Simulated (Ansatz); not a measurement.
# BPHO (doublet): one geometry, many settings at a displaced geometry (v2)

What do other methods and options give for BPHO (doublet) at this geometry, and how long do they take?

The runs use Ansatz 0.2.0, Gaussian basis; the settings change from run to run.

25 further runs of the same task are left out: 9 that didn't finish, 16 set aside as unsound or not needed.

### 1 The system

The geometry is a PBE0/def2-TZVP stationary point (not a proven minimum) with its atoms shifted at random (size 0.100 Å).

4 atoms, charge 0, spin multiplicity 2.

Atoms are counted from 1 here; the program's logs count them from 0.

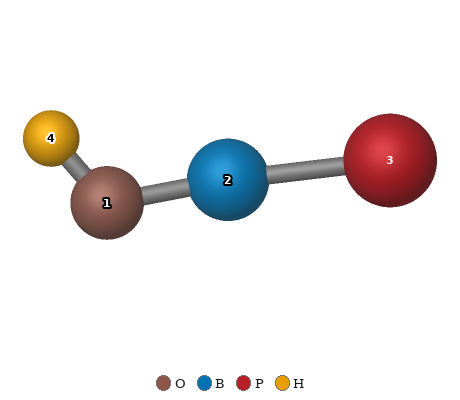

The geometry (oxygen brown, boron blue, phosphorus red, hydrogen amber); atoms are numbered from 1 in the order of the file.

As a file:

```xyz
4
BHOP
O     0.06458   -0.22977    0.95879
B    -0.10033   -0.14762   -0.34023
P    -0.02368   -0.14483   -2.08457
H     0.05943    0.52221    1.46602
```

### 2 CCSD(T) on UHF/cc-pVDZ

in.yaml reads:

```yaml
crystal:
  periodic: [false, false, false]
  atoms:
    - {symbol: O, position_ang: [0.064578, -0.229774, 0.958786]}
    - {symbol: B, position_ang: [-0.100327, -0.147616, -0.340228]}
    - {symbol: P, position_ang: [-0.023680, -0.144825, -2.084574]}
    - {symbol: H, position_ang: [0.059429, 0.522215, 1.466016]}
basis:
  gaussian: {orbitals: cc-pVDZ}
magnetization: {spin_polarized: true, initial_magnetization: 1}
correlation: {method: ccsd_t, electrons: valence}
scf: {lower_state_search: full}
```

On the command line:

```
$ ansatz run in.yaml --threads 1 --pin off --events-out ev --progress --plain --max-ram 2393MiB
```

Standard output, cut to the lines that bear on the results:

```text
Functional definition: HF
  name "HF"
  cite "Fock, Z. Phys. 61, 126 (1930) doi:10.1007/BF01340294"
  parent pbe
[...]
495 factors; integrals over basis functions are off by at most 1.3e-3 eV
[...]
mean field -11996.63940623 eV, -440.8683665646 hartree, gradient 2.3e-6 eV, S^2 0.770912; 13 other end points of the search recorded, 0 dependent functions left out
determinant -11996.63940623 eV, -440.8683665646 hartree, with singles and doubles -12006.79005729 eV, -441.2413961106 hartree
determinant -11996.43482303 eV, -440.8608482706 hartree, with singles and doubles -12006.53334808 eV, -441.2319622213 hartree
determinant -11993.62471381 eV, -440.7575786617 hartree, with singles and doubles -12003.98758795 eV, -441.1384072621 hartree
determinant -11993.23849435 eV, -440.7433853582 hartree, with singles and doubles -12002.68087057 eV, -441.0903862843 hartree
determinant -11996.63940623 eV, -440.8683665646 hartree, with singles and doubles -12006.79115850 eV, -441.2414365794 hartree
determinant -11996.43482303 eV, -440.8608482706 hartree, with singles and doubles -12006.53371384 eV, -441.2319756628 hartree
7 core orbitals not correlated: weight in the atoms' cores, before any rotation towards them, 1.000 or more for the frozen orbitals, at most 0.000 for the correlated occupied ones
reference -11996.63940623 eV, -440.8683665646 hartree; 8, 7 occupied and 36, 37 virtual orbitals, 495 factors
second order -9.44161227 eV of doubles, -0.00000000 eV of singles
cycle   1  -10.15175557 eV  change   -3.3e-6 eV  update   2.4e-6
perturbative correction -0.34589910 eV, -0.0127115576 hartree
Total energy: -12007.13706090 eV, -441.2541482583 hartree
```

Wall time 10 s (1 thread of Arm Neoverse V1, shared host).

From the report: ⟨S²⟩ of the determinant 0.771 (pure doublet: 0.75); correlation -10.4977 eV; T1 0.020; largest double amplitude 0.10.

### 3 HF/cc-pVDZ

Edit in.yaml of step 2 so:

```diff
@@ -9,4 +9,5 @@
   gaussian: {orbitals: cc-pVDZ}
-magnetization: {spin_polarized: true, initial_magnetization: 1}
-correlation: {method: ccsd_t, electrons: valence}
-scf: {lower_state_search: full}
+magnetization: {spin_polarized: false, initial_magnetization: 1}
+hamiltonian: {xc: hf}
+scf: {lower_state_search: off}
+output: {orbitals: {seedname: orbitals}}
```

Same command.

Standard output:

```text
Functional definition: HF
  name "HF"
  cite "Fock, Z. Phys. 61, 126 (1930) doi:10.1007/BF01340294"
  parent pbe
  exchange = exact_x
  correlation = 0
these checks for a lower state are left out or cut short: stability, starts, cluster_reference, orbital_swaps, neighbouring_geometries, increment
495 factors; integrals over basis functions are off by at most 1.3e-3 eV
mean field evaluation 1: about -11994.8952 eV, gradient 2.7e1 eV
mean field evaluation 2: about -11994.9547 eV, gradient 2.7e1 eV
mean field evaluation 4: about -11996.5066 eV, gradient 2.6e0 eV
mean field evaluation 8: about -11996.5446 eV, gradient 3.0e-1 eV
mean field -11996.54604533 eV, -440.8649356151 hartree, gradient 2.5e-6 eV, S^2 0.750000; 0 other end points of the search recorded, 0 dependent functions left out
reference -11996.54604533 eV, -440.8649356151 hartree; 15, 14 occupied and 36, 37 virtual orbitals, 495 factors
Total energy: -11996.54604533 eV, -440.8649356151 hartree
Checks for a lower state left out: stability, starts, cluster_reference, orbital_swaps, neighbouring_geometries, increment
```

Run time: 0.3 s. Hardware: 1 thread of Arm Neoverse V1, shared host.

### 4 BCCD on ROHF/cc-pVDZ

Edit in.yaml of step 3 so:

```diff
@@ -8,6 +8,6 @@
 basis:
-  gaussian: {orbitals: cc-pVDZ}
+  gaussian: {orbitals: cc-pVDZ, point_charges: [{charge: 1.00, position_ang: [2.974, -0.940, -0.444]}]}
 magnetization: {spin_polarized: false, initial_magnetization: 1}
-hamiltonian: {xc: hf}
-scf: {lower_state_search: off}
-output: {orbitals: {seedname: orbitals}}
+correlation: {method: bccd, electrons: valence}
+accuracy: high
+output: {forces: true}
```

The command is unchanged.

Standard output, cut to the lines that bear on the results:

```text
Functional definition: HF
  name "HF"
  cite "Fock, Z. Phys. 61, 126 (1930) doi:10.1007/BF01340294"
  parent pbe
[...]
1034 factors; integrals over basis functions are off by at most 3.9e-9 eV
[...]
mean field -11996.90990050 eV, -440.8783070457 hartree, gradient 1.7e-8 eV, S^2 0.750000; 7 other end points of the search recorded, 0 dependent functions left out
[...]
determinant -11996.90990050 eV, -440.8783070457 hartree, with singles and doubles -12007.11257528 eV, -441.2532484282 hartree
determinant -11996.66961119 eV, -440.8694765767 hartree, with singles and doubles -12006.91954963 eV, -441.2461548665 hartree
determinant -11993.92236539 eV, -440.7685171555 hartree, with singles and doubles -12004.53195926 eV, -441.1584125389 hartree
determinant -11996.90990050 eV, -440.8783070457 hartree, with singles and doubles -12007.12080912 eV, -441.2535510162 hartree
[...]
7 core orbitals not correlated: weight in the atoms' cores, before any rotation towards them, 1.000 or more for the frozen orbitals, at most 0.000 for the correlated occupied ones
reference -11996.90990050 eV, -440.8783070457 hartree; 8, 7 occupied and 36, 37 virtual orbitals, 1034 factors
second order -9.47868669 eV of doubles, -0.04935911 eV of singles
cycle   1  -10.18528834 eV  change    2.6e-2 eV  update   1.8e-2
[...]
cycle  30  -10.18482181 eV  change  -3.4e-10 eV  update   1.3e-9
[...]
Total energy: -12007.09472231 eV, -441.2525923437 hartree
Atom 0 at     0.064578    -0.229774     0.958786 Å, force     0.603301    -3.167074    -1.388872 eV/Å
Atom 1 at    -0.100327    -0.147616    -0.340228 Å, force     0.305210    -0.082788    -0.034144 eV/Å
Atom 2 at    -0.023680    -0.144825    -2.084574 Å, force     0.149806     0.011654    -0.628336 eV/Å
Atom 3 at     0.059429     0.522215     1.466016 Å, force    -0.616861     3.275431     2.256025 eV/Å
Dipole moment:    -0.275344     0.362657     0.505280 e Å
```

Wall time 37 s (1 thread of Arm Neoverse V1, shared host); peak memory 0.39 GiB.

From the report: correlation -10.1848 eV; largest double amplitude 0.09.

### 5 BCCD on UHF/cc-pVDZ

in.yaml reads:

```yaml
crystal:
  periodic: [false, false, false]
  atoms:
    - {symbol: O, position_ang: [0.064578, -0.229774, 0.958786]}
    - {symbol: B, position_ang: [-0.100327, -0.147616, -0.340228]}
    - {symbol: P, position_ang: [-0.023680, -0.144825, -2.084574]}
    - {symbol: H, position_ang: [0.059429, 0.522215, 1.466016]}
basis:
  gaussian: {orbitals: cc-pVDZ}
magnetization: {spin_polarized: true, initial_magnetization: 1}
correlation: {method: bccd, electrons: outside_noble_gas}
output: {forces: true}
```

Launched as before.

Standard output, cut to the lines that bear on the results:

```text
Functional definition: HF
  name "HF"
  cite "Fock, Z. Phys. 61, 126 (1930) doi:10.1007/BF01340294"
  parent pbe
[...]
495 factors; integrals over basis functions are off by at most 1.3e-3 eV
[...]
mean field -11996.63940623 eV, -440.8683665646 hartree, gradient 2.3e-6 eV, S^2 0.770912; 10 other end points of the search recorded, 0 dependent functions left out
determinant -11996.63940623 eV, -440.8683665646 hartree, with singles and doubles -12006.79005729 eV, -441.2413961106 hartree
determinant -11996.43482303 eV, -440.8608482706 hartree, with singles and doubles -12006.53334808 eV, -441.2319622213 hartree
determinant -11993.62471381 eV, -440.7575786617 hartree, with singles and doubles -12003.98758795 eV, -441.1384072621 hartree
determinant -11993.23849435 eV, -440.7433853582 hartree, with singles and doubles -12002.68087057 eV, -441.0903862843 hartree
[...]
7 core orbitals not correlated: weight in the atoms' cores, before any rotation towards them, 1.000 or more for the frozen orbitals, at most 0.000 for the correlated occupied ones
reference -11996.63940623 eV, -440.8683665646 hartree; 8, 7 occupied and 36, 37 virtual orbitals, 495 factors
second order -9.44161227 eV of doubles, -0.00000000 eV of singles
cycle   1  -10.12244893 eV  change    2.9e-2 eV  update   1.4e-2
[...]
cycle  22  -10.12235574 eV  change   -3.5e-8 eV  update   6.9e-8
[...]
Total energy: -12006.76176196 eV, -441.2403562767 hartree
Atom 0 at     0.064578    -0.229774     0.958786 Å, force    -0.118300    -3.394581    -1.233583 eV/Å
Atom 1 at    -0.100327    -0.147616    -0.340228 Å, force     0.370712     0.069641    -0.123849 eV/Å
Atom 2 at    -0.023680    -0.144825    -2.084574 Å, force    -0.188313     0.061820    -0.548614 eV/Å
Atom 3 at     0.059429     0.522215     1.466016 Å, force    -0.064099     3.263120     1.906047 eV/Å
Dipole moment:    -0.024599     0.286022     0.607035 e Å
```

Run time: 16 s. Hardware: 1 thread of Arm Neoverse V1, shared host.

From the report: ⟨S²⟩ of the determinant 0.771 (pure doublet: 0.75); correlation -10.1224 eV; largest double amplitude 0.09.

### 6 The runs in one table

Where basis and cores are those of an earlier UCCSDT(Q)/cc-pVDZ run (-12007.2024 eV), and the state is the same kind, the miss against it is given.

```csv
level,correlated,functions,energy (eV),from UCCSDT(Q) (meV),time
CCSD(T) on UHF/cc-pVDZ,valence,51,-12007.1371,65.3,10 s
HF/cc-pVDZ,,51,-11996.5460,10656.3,0.3 s
BCCD on ROHF/cc-pVDZ (beside a point charge),valence,51,-12007.0947,,37 s
BCCD on UHF/cc-pVDZ,outside noble gas,51,-12006.7618,440.6,16 s
```

### 7 Summary of results

| quantity | value |
| --- | --- |
| runs | 4 |
| quickest | HF/cc-pVDZ, 0.3 s |
| slowest | BCCD on ROHF/cc-pVDZ (beside a point charge), 37 s |

In words: Total energies in different bases, with other cores or another treatment of relativity can't be set against each other. BCCD on ROHF/cc-pVDZ (beside a point charge) took 122 times as long as HF/cc-pVDZ; the jobs differ in more than the method. Among the correlated runs with a miss given, it spans +65 to +441 meV. Hartree-Fock, CASSCF and CASCI lack dynamic correlation by design.
